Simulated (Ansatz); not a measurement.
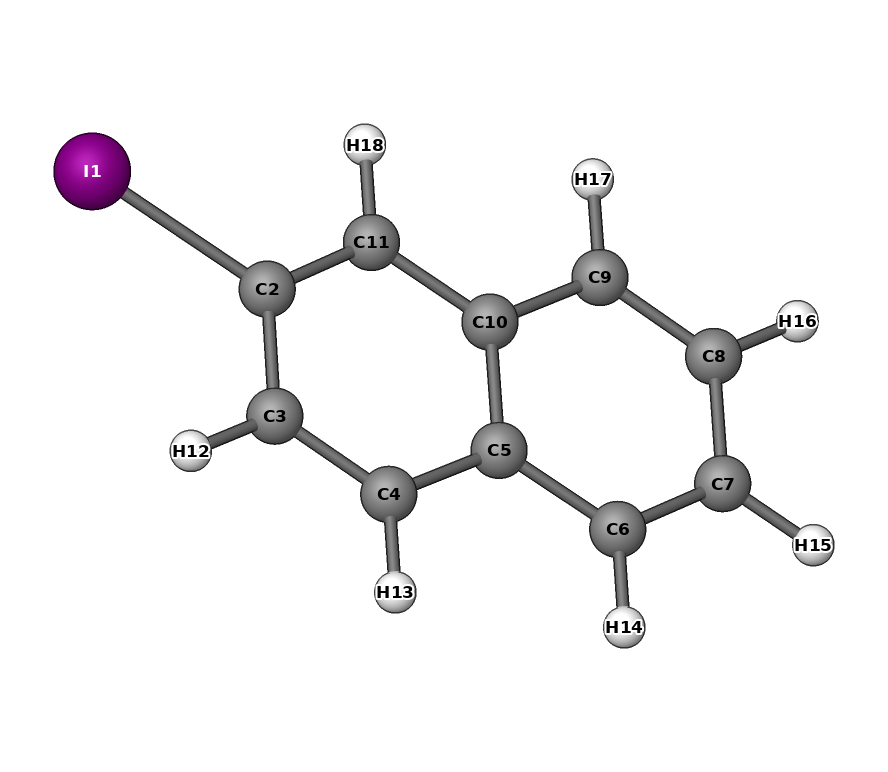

The questions are on Mulliken charges. The computed structure is the end point of a PBE0-D4/def2-TZVP optimisation. No frequency run is at hand to confirm it as a minimum. Level of theory: RKS B3LYP-D4/def2-TZVPP, core potentials on I (Ansatz 0.2.0).

Give the Mulliken charges atom by atom.

```tsv
atom	value (e)
I1	−0.01
C2	0.03
C3	−0.17
C4	−0.09
C5	−0.02
C6	−0.11
C7	−0.12
C8	−0.12
C9	−0.12
C10	0.00
C11	−0.15
H12	0.14
H13	0.12
H14	0.12
H15	0.13
H16	0.13
H17	0.12
H18	0.13
```

Mulliken values depend strongly on the basis set and can even reverse the polarity of a bond.
